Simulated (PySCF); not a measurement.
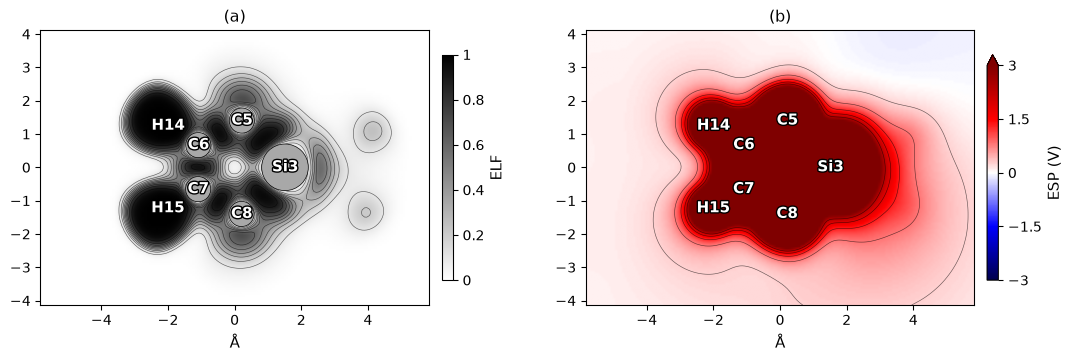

The picture shows: C$_{5}$H$_{9}$OPSi (SMILES O=C[Si]1(P)CC=CC1). (a) electron localisation function; (b) electrostatic potential on the plane of atoms C5, C6 and H14. Grey discs cover the atomic cores in the ELF map.

Geometry: GFN2-xTB.

Method: PBE0/pcSseg-1, SCF density, gas phase, non-relativistic in PySCF 2.14.0.

```yaml
atoms:
  - { symbol: O, position_ang: [0.8803, 2.1415, -2.0482] }
  - { symbol: C, position_ang: [0.8681, 1.9174, -0.8663] }
  - { symbol: Si, position_ang: [0.5653, 0.1573, -0.1231] }
  - { symbol: P, position_ang: [2.5524, -0.8714, 0.1825] }
  - { symbol: C, position_ang: [-0.7007, -0.8666, -1.1222] }
  - { symbol: C, position_ang: [-1.8438, -1.0294, -0.1661] }
  - { symbol: C, position_ang: [-1.7495, -0.5334, 1.0550] }
  - { symbol: C, position_ang: [-0.4989, 0.1831, 1.4680] }
  - { symbol: H, position_ang: [1.1110, 2.7357, -0.1540] }
  - { symbol: H, position_ang: [3.1229, 0.2005, 0.8534] }
  - { symbol: H, position_ang: [3.0731, -0.4622, -1.0347] }
  - { symbol: H, position_ang: [-1.0348, -0.3699, -2.0336] }
  - { symbol: H, position_ang: [-0.3197, -1.8443, -1.4212] }
  - { symbol: H, position_ang: [-2.7232, -1.5542, -0.5096] }
  - { symbol: H, position_ang: [-2.5447, -0.6257, 1.7801] }
  - { symbol: H, position_ang: [-0.0239, -0.3473, 2.2948] }
  - { symbol: H, position_ang: [-0.7409, 1.1809, 1.8354] }
```

Question: Read the bonding off the picture.

Answer: The section cuts through Si, C and H sites.
C–C (1.32 Å): the ELF peaks at about 0.95 between the atoms (a short, multiple covalent bond).
C–Si (1.91 Å): the ELF peaks at about 0.95 between the atoms (localised, covalent bonding).
C–H (1.08 Å): the ELF climbs to about 1 towards the hydrogen, as it does in any bond to H; a covalent bond by its length.
C–C (1.50 Å): the ELF peaks at about 0.95 between the atoms: localised, covalent bonding.
The potential has no marked negative region in this plane.
